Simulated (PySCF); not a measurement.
B(F)3, BF₃, SMILES FB(F)F, singlet, CAM-B3LYP/def2-SVP optimised geometry. Atoms within 1.6 Å of the plane z = 0.0 Å (x, y, z in Å): B1 (-0.33, 0.00, 0.00), F2 (-0.98, 1.13, 0.00), F3 (-0.98, -1.13, 0.00), F4 (0.98, 0.00, 0.00).

Method: CAM-B3LYP/def2-TZVP (PySCF). Cells within 0.4 Å of a nucleus heavier than hydrogen are left out (blank, or x).

Map of the log10 of the electron density (e/bohr³), floored at −4 on the plane z = 0.0 Å:

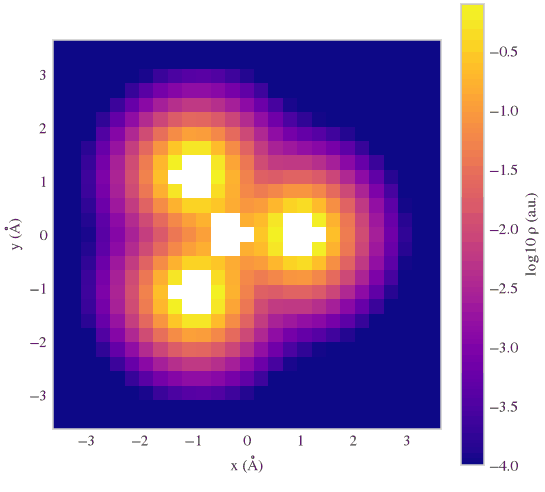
Figure. Log10 of the electron density (e/bohr³), floored at −4 on the plane z = 0.0 Å.
